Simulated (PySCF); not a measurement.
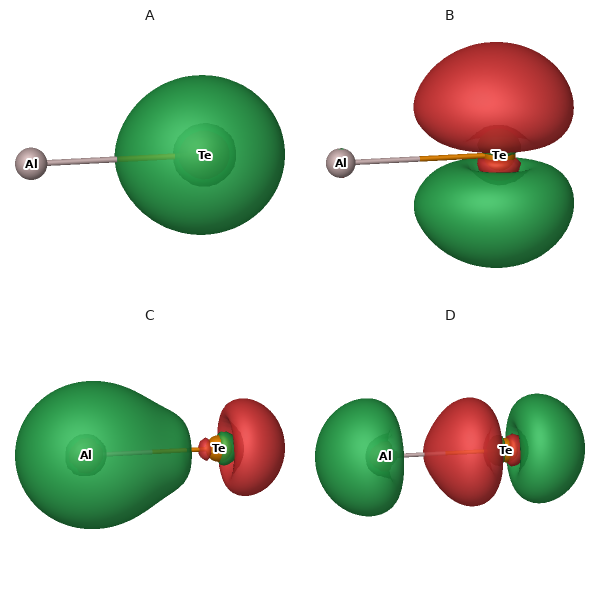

The picture shows: AlTe (charge +1, triplet). Four frontier β-spin orbitals, each drawn at the value that holds 80 % of its norm (green and red are the two phases), in no order; of a degenerate pair one member is drawn.

Core potentials replace the inner electrons of Te.

All numbers below come from PySCF 2.14.0, PBE0/def2-SVP, non-relativistic Hamiltonian with scalar-relativistic core potentials where named, at a bond length of 3.125 Å.

**Label each orbital by symmetry, say whether it is occupied, and order them by energy.**

Orbital A: σ, occupied in this spin, −21.24 eV; almost wholly on Te.
Orbital C: σ, occupied in this spin, −14.73 eV; mainly on Al (80 %).
Orbital D: σ, occupied in this spin, −11.58 eV; shared between the atoms (Al 40 %, Te 60 %).
Orbital B: π, empty in this spin, −9.39 eV; mainly on Te (90 %).
